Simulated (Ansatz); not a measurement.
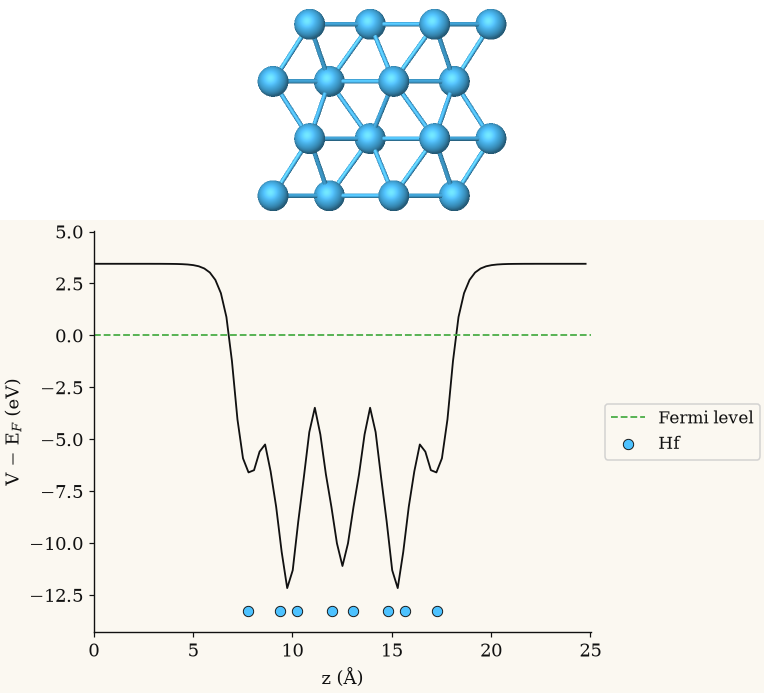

Plane-averaged electrostatic potential energy of an electron across the slab; circles at the bottom mark the heights of the atoms (positions after relaxation). The structure is drawn too.

The Ansatz input:

```
crystal:
  lattice:
    - [3.1602335644, 0.0, 0.0]
    - [0.0, 4.9962246985, 0.0]
    - [0.0, 0.0, 25.035089345]
  atoms:
    - { symbol: Hf, position: [0.0, 0.75, 0.299579518] }
    - { symbol: Hf, position: [0.0, 0.25, 0.3724596933] }
    - { symbol: Hf, position: [0.5, 0.75, 0.4088997809] }
    - { symbol: Hf, position: [0.5, 0.25, 0.4817799562] }
    - { symbol: Hf, position: [0.0, 0.75, 0.5182200438] }
    - { symbol: Hf, position: [0.0, 0.25, 0.5911002191] }
    - { symbol: Hf, position: [0.5, 0.75, 0.6275403067] }
    - { symbol: Hf, position: [0.5, 0.25, 0.700420482] }
basis:
  ecutwfc: 420
kpoints:
  mp_grid: { grid: [11, 7, 1] }
hamiltonian:
  xc: pbesol
scf:
  occupations: { method: gaussian, width: 0.1 }
output:
  forces: true
  eigenvalues: true
  write_density: true
  write_potential: true
  elf: true
  volumetric_format: npy
relax:
  adjacent_minimum: "off"
  f_tol: 0.02
  max_steps: 60
efield:
  axis: 3
  dipole_correction: true
  ramp_width: 0.04
```

Command:
```bash
ansatz run input.yaml --threads 2 --pin off --max-ram 5632MiB --backend cpu --events-out ev --progress --plain --runs-dir out
```

**Read off the work function of each face.**

The work function is 3.45 eV, the same on both faces. The two vacuum levels agree, so the slab has no net dipole along its normal.

**How thick are slab and vacuum?**

The outermost atoms are 9.5 Å apart, which leaves 15.5 Å of vacuum in a cell 25.0 Å high.

Spin-orbit coupling is left out, which matters for Hf.
